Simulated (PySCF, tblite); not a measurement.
# CH₁₀B₃NSi: geometry, infrared bands and NMR shifts

Aim: predict the infrared bands and NMR shifts of CH₁₀B₃NSi (`BN(B)[SiH2]BC`).

The runs use tblite 0.8.0 and PySCF 2.14.0, with density-fitted response routines of our own; the level of theory stands in each step. All values are computed, except where a source is named. Atoms count from 0, in the outputs and in this text.

## (1) Starting geometry

16 atoms, charge 0, multiplicity 1; geometry from: force field or distance geometry start.

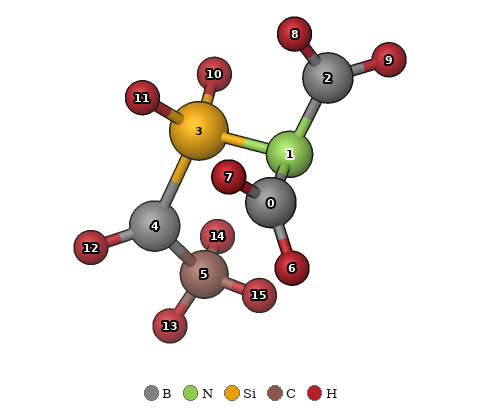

The starting geometry (boron grey, nitrogen green, silicon amber, carbon brown, hydrogen red), atoms numbered; sticks join atoms by distance.

## (2) Geometry optimisation with GFN2-xTB

What the job is given:

```
{"job": {"kind": "relax", "xc": "GFN2-xTB", "basis": "xTB"}, "charge": 0, "multiplicity": 1}
B      1.749700    -0.117600     1.074700
N      1.157800    -0.289600    -0.334300
B      2.258200     0.057700    -1.330000
Si    -0.187100     0.880200    -0.542900
B     -1.707600     0.331400     0.556100
C     -2.365600    -1.097500     0.339600
H      1.657000    -0.992000     1.854400
H      2.181400     0.934000     1.432300
H      2.762300     1.128000    -1.331900
H      2.534800    -0.714600    -2.171700
H     -0.611800     0.885100    -1.945100
H      0.239000     2.223300    -0.146000
H     -2.132600     1.067000     1.384200
H     -3.199400    -1.227400     1.049000
H     -2.741200    -1.177300    -0.695300
H     -1.602500    -1.881700     0.540200
```

On the command line:

```bash
> OMP_NUM_THREADS=1 python probes_run.py task.json out
```

This one command runs all jobs of the session in turn.

**Question.** This job is followed by: GFN2-xTB harmonic vibrations, gas phase; GIAO PBE0/pcSseg-1 NMR shielding, non-relativistic, gas phase. What will the session give for the following? strongest single infrared mode (GFN2-xTB); zero-point energy (GFN2-xTB); 13C shifts against TMS (PBE0/pcSseg-1); 1H shifts against TMS (PBE0/pcSseg-1, means over atoms taken as alike); 11B shifts against BF3·OEt2 (PBE0/pcSseg-1, means over atoms taken as alike); 15N shifts against NH3 (PBE0/pcSseg-1); 29Si shifts against TMS (PBE0/pcSseg-1).

As calculated:

```
                                                                    quantity                       value
                                   strongest single infrared mode (GFN2-xTB)       2113 cm⁻¹, 519 km/mol
                                                zero-point energy (GFN2-xTB)               70.6 kcal/mol
                                      13C shifts against TMS (PBE0/pcSseg-1)                    20.9 ppm
      1H shifts against TMS (PBE0/pcSseg-1, means over atoms taken as alike)  9.35, 5.46, 5.32, 1.68 ppm
11B shifts against BF3·OEt2 (PBE0/pcSseg-1, means over atoms taken as alike)              95.5, 56.3 ppm
                                      15N shifts against NH3 (PBE0/pcSseg-1)                   200.3 ppm
                                     29Si shifts against TMS (PBE0/pcSseg-1)                   -31.6 ppm
```

What this shows: The optimisation took 173 steps and gained 1.647 eV; among the close pairs (by a distance rule), B0–N1 changed most, from 1.538 to 1.411 Å. All 42 modes are real, so the xTB geometry is a minimum. The strongest single mode, at 2113 cm⁻¹, moves mainly H11 and H10. Unscaled tight-binding wavenumbers are off by several per cent, some by more. Its intensities can rank the bands wrongly. At PBE0/pcSseg-1: The largest span, 383 ppm, is at N1, where the paramagnetic term is -261 ppm.
